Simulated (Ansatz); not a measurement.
System: TiO2F6, space group P-1 (No. 2), 9 atoms in the cell, a structure borrowed from another compound.

```yaml
crystal:
  lattice:
    - [4.97384, 0.00000, 0.00000]
    - [1.06181, 4.91358, 0.00000]
    - [0.03022, 1.00330, 4.93228]
  atoms:
    - { symbol: Ti, position: [0.00000, 0.00000, 0.00000] }
    - { symbol: F, position: [0.08929, 0.23128, 0.68493] }
    - { symbol: F, position: [0.91071, 0.76872, 0.31507] }
    - { symbol: O, position: [0.53790, 0.57518, 0.55197] }
    - { symbol: O, position: [0.46210, 0.42482, 0.44803] }
    - { symbol: F, position: [0.22848, 0.68590, 0.90448] }
    - { symbol: F, position: [0.77152, 0.31410, 0.09552] }
    - { symbol: F, position: [0.29551, 0.05159, 0.19543] }
    - { symbol: F, position: [0.70449, 0.94841, 0.80457] }
```

Computed with Ansatz: DFT with LDA, PAW plane waves, Ueff = 6.19 eV on Ti d, spin-polarised, 4×4×4 k mesh, 420 eV cutoff.

What Bader charges does it give?

The Bader charges are Ti +2.59 e, O +0.36 e and F −0.55 e. Summed over the cell, Ti gives up most (2.6 e) and F takes most (3.3 e). The largest moments sit on O, up to 0.4 μB, all parallel; the cell's net moment is 0.1 μB.

The structure was built from a prototype or by substitution, so it need not be a known phase.

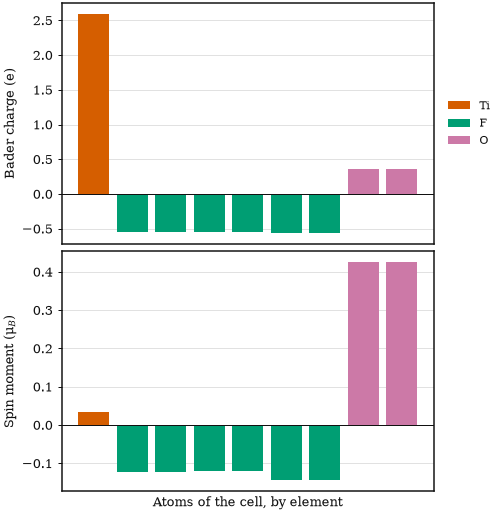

Bader charges of the atoms (positive: electrons lost), with their spin moments below.
